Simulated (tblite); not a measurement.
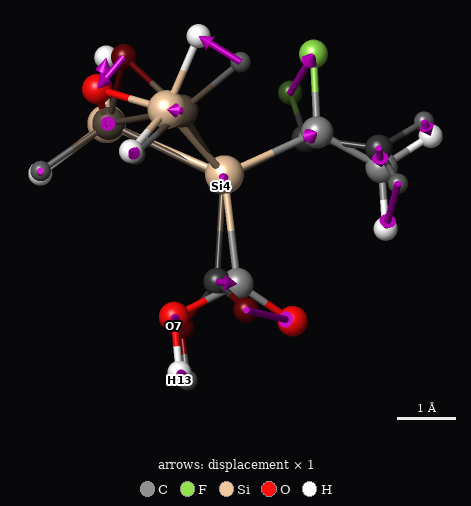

A relaxation of C3H7FO3Si3. The starting structure is drawn faded, the final one solid; purple arrows show the displacements, at their true length. The two geometries are superimposed by the best rigid fit.

A ball-and-stick model, seen at a tilt.

Method: GFN2-xTB geometry optimisation, gas phase (tblite 0.8.0). 

> Describe the change and its energy.

The atom that moves furthest after the best rigid fit is an O atom (1.66 Å). Largest moves by element: O 1.66 Å, F 1.48 Å, H 1.42 Å, C 0.52 Å, Si 0.32 Å. Among the contacts that change: Si–Si 2.503 → 2.828 Å, Si–Si 2.241 → 2.367 Å, C–Si 1.813 → 1.916 Å, H–Si 1.493 → 1.460 Å. Among the angles between lasting bonds that change: Si–O–Si 96.6° → 116.9°, C–Si–C 120.3° → 107.2°, Si–C–O 120.2° → 109.8°. Groups turn about C–Si by about 90°, C–Si by about 55°, O–Si by about 30°. After 163 geometry steps the energy has fallen by 1.420 eV. The run took 3 s on 1 thread of Arm Neoverse N1, with other jobs on the host.
